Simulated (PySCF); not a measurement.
SMILES c1c(C#N)c(-c2sc(cc2)C)sc1 (C₁₀H₇NS₂) at its GFN2-xTB optimised geometry (Å):

```
20

C      1.0230    -4.0241     0.0374
C      1.0181    -2.5390     0.0172
C      2.0833    -1.6881    -0.0165
C      1.7234    -0.3299    -0.0264
C      0.3645    -0.1338    -0.0001
C     -0.3666     1.0904     0.0000
S     -2.1023     1.0904     0.0000
C     -2.1543     2.8118    -0.0001
C     -0.9192     3.3649    -0.0003
C      0.1165     2.3913     0.0000
C      1.4693     2.7585     0.0044
N      2.5629     3.1093     0.0093
S     -0.4755    -1.6640     0.0369
H      0.5237    -4.3983     0.9308
H      2.0459    -4.3923     0.0257
H      0.4950    -4.4226    -0.8287
H      3.1039    -2.0267    -0.0338
H      2.4354     0.4739    -0.0526
H     -3.1039     3.3084    -0.0001
H     -0.7256     4.4226    -0.0001
```

Computed with PySCF with B3LYP/def2-SVP. Cells within 0.4 Å of a nucleus heavier than hydrogen are left out (blank, or x).

Map of the deformation density (molecule minus spherical neutral atoms) (e/bohr³) on the plane z = 0.0 Å:

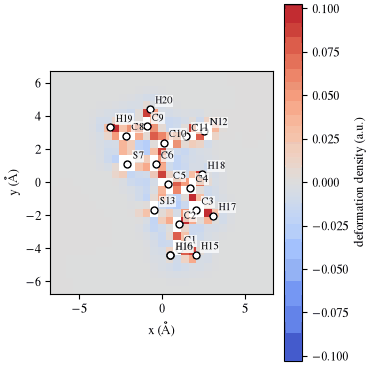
Deformation density (molecule minus spherical neutral atoms) (e/bohr³) on the plane z = 0.0 Å.
